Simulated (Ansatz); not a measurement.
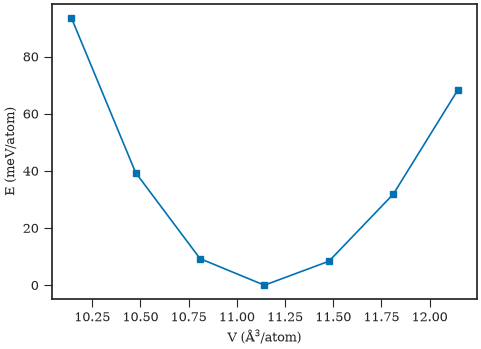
Figure. Cr (bcc (W type), Im-3m) under volume change, the program Ansatz at the PBEsol level (PAW), scaled uniformly.

Question: What does a third-order Birch–Murnaghan fit give for V₀, B₀ and B′?

Answer: V₀ = 11.14 Å³/atom, B₀ = 282 GPa, B′ = 4.2.

The PBEsol relaxation kept the symmetry of its start. The workflow began spin-polarised and lost its moments. Textbook magnetic order: a spin-density-wave antiferromagnet.

Potentials: the later of the program's two PAW sets.
